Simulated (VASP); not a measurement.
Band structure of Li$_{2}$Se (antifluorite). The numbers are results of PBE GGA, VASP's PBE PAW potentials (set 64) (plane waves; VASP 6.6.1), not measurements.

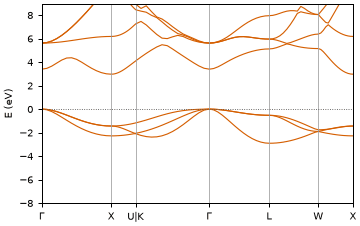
*Bands along high-symmetry lines, zero at the valence-band maximum or, without a gap, the Fermi level*

Read the plot: is there a gap, and where are the band edges?

The gap is indirect, 2.97 eV, from the valence maximum at Γ to the conduction minimum at X. (Edges off the drawn lines would not show.)

The compound is Li2Se in the antifluorite structure. The cell was not relaxed at this level.
